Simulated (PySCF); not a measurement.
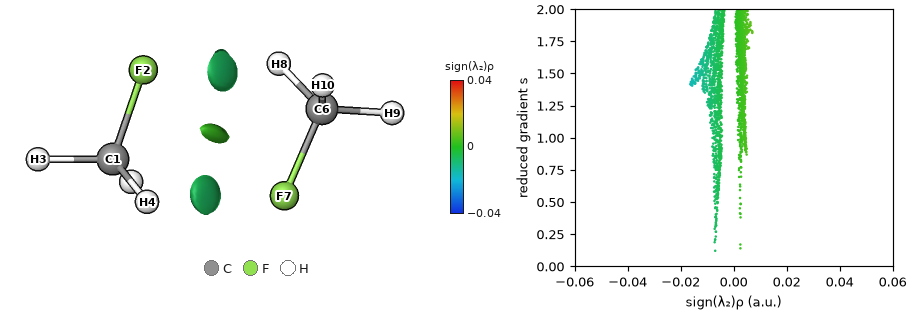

*C$_{2}$H$_{6}$F$_{2}$, SMILES `CF.CF`. Non-covalent interaction surfaces between the fragments (reduced density gradient s = 0.6, coloured by sign(λ₂)ρ in a.u.; trimmed to the region between the fragments where ρ is under 0.06 a.u.). Fragment A: H3CF (atoms 1–5); fragment B: H3CF. The plot gives s against sign(λ₂)ρ for grid points between the fragments.*

Computed with PySCF, B3LYP/aug-cc-pVDZ, geometry: GFN2-xTB.

Interpret the surfaces between the fragments.

Answer. Bond critical points between the fragments: F2···H8, weak C–H hydrogen bond, 2.52 Å, ρ = 0.007 a.u.; H4···F7, weak C–H hydrogen bond, 2.53 Å, ρ = 0.007 a.u. All are weak and appear green, as weak hydrogen bonds do. Several contacts close a ring, whose ring point adds a part with positive λ₂ between them. The pose is a local one from a semi-empirical search, not shown to be the most stable.

How strongly are they bound?

Answer. The counterpoise-corrected interaction energy of the frozen fragments is −1.2 kcal/mol without dispersion correction and −2.1 kcal/mol with D3(BJ). The pair geometry is semi-empirical, not a minimum at this level.

Run time: 28 s on 1 thread of Arm Neoverse V2, on a shared host, peak memory 0.61 GiB.
